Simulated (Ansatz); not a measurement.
Si2H4Cl: several calculations on one system

Part 1: Relaxation

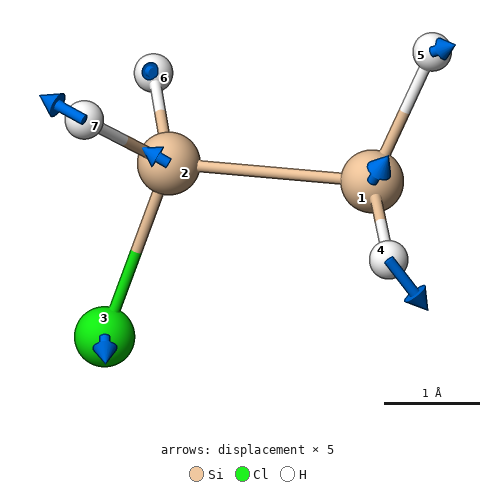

This is a relaxation of Si₂H₄Cl (multiplicity 2) (coarse preliminary run). The starting structure is drawn; blue arrows show the displacements, magnified 5 times. The two geometries are superimposed by the best rigid fit.

A ball-and-stick model, seen at a tilt.

These are results of UKS PBE-D4/def2-SVP in Ansatz, not measurements.

The input:
```yaml
crystal:
  periodic: [false, false, false]
  atoms:
    - {symbol: Si, position_ang: [-1.293300, 0.145200, -0.430500]}
    - {symbol: Si, position_ang: [0.723700, -0.094000, 0.501600]}
    - {symbol: Cl, position_ang: [0.885500, -1.981000, 1.255700]}
    - {symbol: H, position_ang: [-1.471100, -0.692400, -1.619800]}
    - {symbol: H, position_ang: [-1.553600, 1.589600, -0.900400]}
    - {symbol: H, position_ang: [0.924500, 0.867700, 1.634500]}
    - {symbol: H, position_ang: [1.845600, 0.097000, -0.486800]}
basis:
  gaussian: {orbitals: def2-SVP}
magnetization: {spin_polarized: true, initial_magnetization: 1}
hamiltonian: {xc: pbe, dispersion: d4}
relax: {f_tol: 0.03, max_steps: 250}
```

> What happened in the run?

The atom that moves furthest after the best rigid fit is H4 (0.14 Å). By element the largest moves are H 0.14 Å, Si 0.08 Å, Cl 0.07 Å. Among the contacts that change: Si1–Si2 2.235 → 2.337 Å, Si2–Cl3 2.039 → 2.091 Å, Si1–H4 1.465 → 1.506 Å, Si1–H5 1.541 → 1.508 Å. Among the angles between lasting bonds that change: H4–Si1–H5 105.5° → 110.7°. The optimiser took 6 steps. The run took about 22 core-seconds on a shared host.

Part 2: Relaxation

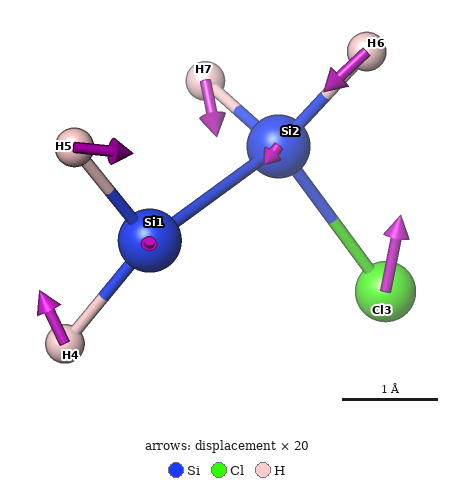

This is a relaxation of Si2H4Cl (multiplicity 2). The starting structure is drawn; purple arrows show the displacements, magnified 20 times. The two geometries are superimposed by the best rigid fit.

Style: ball-and-stick. Shown from a free direction.

Theory: UKS PBE0-D4/def2-TZVP (Ansatz 0.2.0).

The input:
```yaml
crystal:
  periodic: [false, false, false]
  atoms:
    - {symbol: Si, position_ang: [-1.307729, 0.204077, -0.486897]}
    - {symbol: Si, position_ang: [0.785980, -0.072835, 0.514890]}
    - {symbol: Cl, position_ang: [0.876172, -2.040316, 1.218038]}
    - {symbol: H, position_ang: [-1.580778, -0.777960, -1.595717]}
    - {symbol: H, position_ang: [-1.594476, 1.613606, -0.939817]}
    - {symbol: H, position_ang: [0.938959, 0.874959, 1.671877]}
    - {symbol: H, position_ang: [1.943171, 0.130570, -0.428075]}
basis:
  gaussian: {orbitals: def2-TZVP}
magnetization: {spin_polarized: true, initial_magnetization: 1}
hamiltonian: {xc: pbe0, dispersion: d4}
relax: {f_tol: 0.005, max_steps: 200}
```

What happened in the run?

Cl3 moves most after the best rigid fit: 0.042 Å. Largest moves by element: Cl 0.042 Å, H 0.034 Å, Si 0.013 Å. Some distances before and after: Si2–Cl3 2.091 → 2.062 Å, Si2–H6 1.503 → 1.484 Å, Si1–H4 1.506 → 1.487 Å, Si1–Si2 2.337 → 2.324 Å. The energy falls by 0.024 eV in 6 geometry steps. Largest force component: 0.5 eV/Å at the start, 0.0027 eV/Å at the end. The run took roughly 70 core-seconds on a shared host.

Part 3: A change

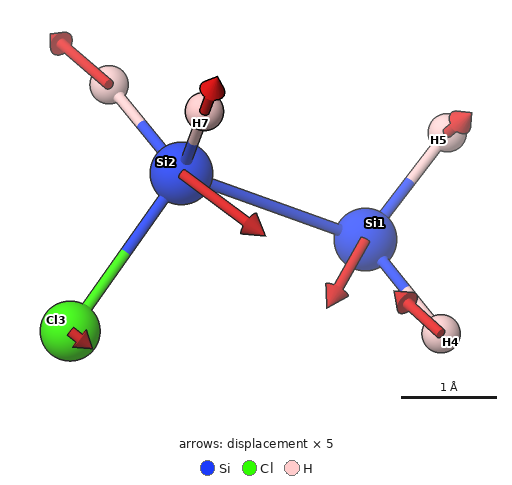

Si$_{2}$H$_{4}$Cl (multiplicity 2). The red arrows show how the atoms are displaced, magnified 5 times. The picture is a ball-and-stick view, seen at a tilt.

These are results of UHF-CCSD(T), frozen core/def2-TZVPP (Ansatz 0.2.0), not measurements. 

> Describe the change and its computed effect.

All atoms are moved at random (σ = 0.12 Å) from the PBE0-D4/def2-TZVP minimum. It costs 245.5 kJ/mol. The largest force is 7.7 eV/Å, on a Si atom. The forces mostly point back along the displacements (cosine −0.80). At other levels of theory the same distortion costs 222.7 kJ/mol (UKS PBE-D4/def2-TZVPP), 235.3 kJ/mol (UKS r2SCAN-D4/def2-TZVPP), 236.1 kJ/mol (UKS PBE0-D4/def2-TZVPP), 243.5 kJ/mol (UKS wB97M-V/def2-TZVPP). Some distances before and after: H–Si 1.487 → 1.251 to 1.937 Å, Si–Si 2.324 → 2.123 Å, Cl–Si 2.062 → 2.055 Å. Contacts break: H–Si (1.48 → 1.94 Å). Among the angles between lasting bonds that change: Si–Si–H 113.9° → 124.6°, H–Si–H 110.7° → 103.3°.

Part 4: Distortion

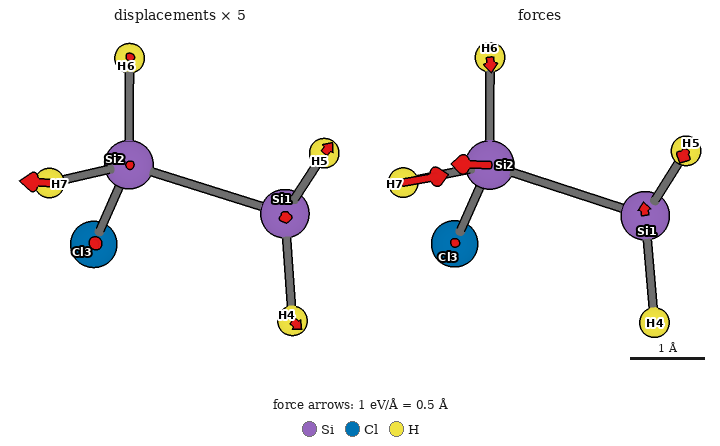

Left: Si2H4Cl (multiplicity 2), with red arrows for the displacements applied to it. Right: the displaced structure with the computed forces. Style: ball-and-stick. Shown at a tilt.

These are results of Ansatz, UKS wB97M-V/def2-TZVPP, not measurements. 

> Describe the distortion and the response.

All atoms are moved at random (σ = 0.06 Å) from the PBE0-D4/def2-TZVP minimum. The energy rises by 13.6 kJ/mol. The largest force is 1.7 eV/Å, on H7. The forces mostly point back along the displacements (cosine −0.75). At other levels of theory the same distortion costs 7.94 kJ/mol (UKS PBE-D4/def2-TZVPP), 10.9 kJ/mol (UKS r2SCAN-D4/def2-TZVPP), 11.2 kJ/mol (UKS PBE0-D4/def2-TZVPP), 12.4 kJ/mol (UHF-CCSD(T), frozen core/def2-TZVPP). Among the bonded contacts that change: Si2–H7 1.486 → 1.603 Å, Si1–H5 1.489 → 1.505 Å, Si1–Si2 2.324 → 2.340 Å, Si2–H6 1.484 → 1.499 Å. Among the angles between lasting bonds that change: H4–Si1–H5 110.7° → 113.7°.
